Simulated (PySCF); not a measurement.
**C5H6F3NSi (SMILES N#CC[SiH2]CC(F)=C(F)F): density, localisation and related maps**

```xyz
16

N    -3.1394   -1.6083    1.1037
C    -2.8119   -0.6665    0.5431
C    -2.3652    0.4947   -0.1615
Si   -0.6342    0.2023   -0.9377
C     0.5322   -0.2786    0.5107
C     1.9152   -0.4624    0.0214
F     2.1041   -1.5161   -0.7996
C     2.9483    0.3327    0.2691
F     2.8565    1.4062    1.0552
F     4.1810    0.2001   -0.2045
H    -3.0884    0.7278   -0.9430
H    -2.3395    1.3350    0.5346
H    -0.1894    1.4669   -1.5290
H    -0.6906   -0.8865   -1.9100
H     0.5298    0.4788    1.2922
H     0.1840   -1.2171    0.9462
```

Geometry: GFN2-xTB.

Computed with PySCF, PBE0/pcSseg-1, SCF density, gas phase, non-relativistic.

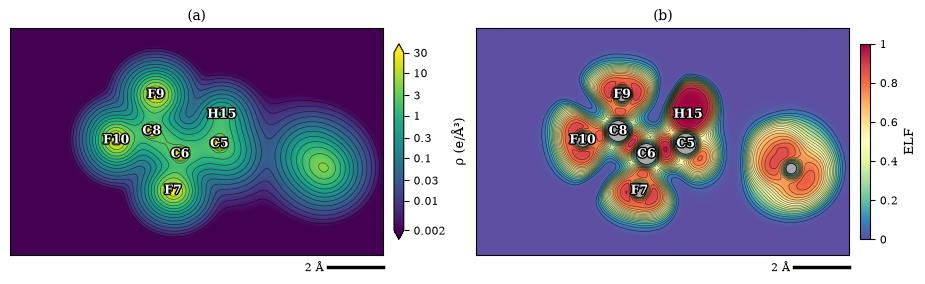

Figure 1. (a) electron density; (b) electron localisation function on the plane of atoms F9, C8 and F10. Grey discs cover the atomic cores in the ELF map.

> What does the map show?

- The plane passes through C, F and H nuclei.
- C–C (1.33 Å): ρ at the midpoint is about 2.3 e/Å³; the ELF peaks at about 0.90 between the atoms; a short, multiple covalent bond.
- C–F (1.33 Å): the density is about 2.4 e/Å³ at the midpoint; the ELF peaks at about 0.85 between the atoms, as expected for a polar covalent bond.
- C–H (1.09 Å): ρ at the midpoint is about 2 e/Å³; the ELF climbs to about 1 towards the hydrogen, as it does in any bond to H (a covalent bond by its length).
- C–C (1.48 Å): ρ at the midpoint is about 1.8 e/Å³; the ELF peaks at about 0.95 between the atoms: a covalent bond.
- The ELF also peaks beside F7, N1, F10 and F9, away from the bonds: lone-pair regions.

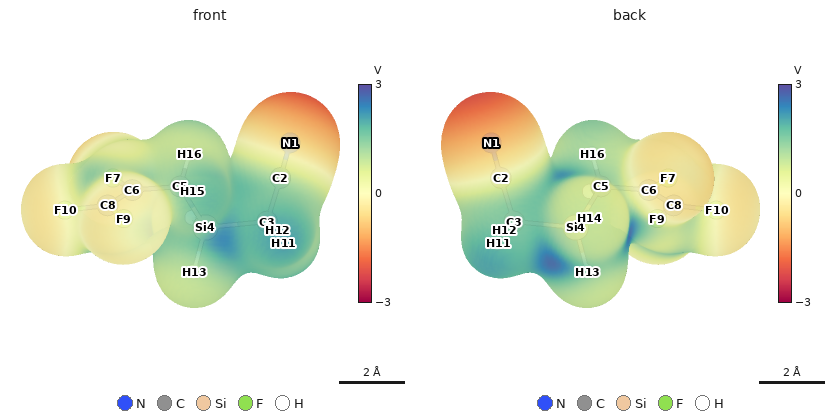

Figure 2. The molecular electrostatic potential painted on the density surface at 0.004 e/bohr³, seen from the front and from behind; red is negative and blue positive.

> Describe the electrostatic potential map.

The most negative region (about −2.0 V, or −46 kcal/mol for a unit charge) lies over N1, the most positive (about +2.5 V, or +58 kcal/mol for a unit charge) over Si4. N1 is the likeliest acceptor of a hydrogen bond.
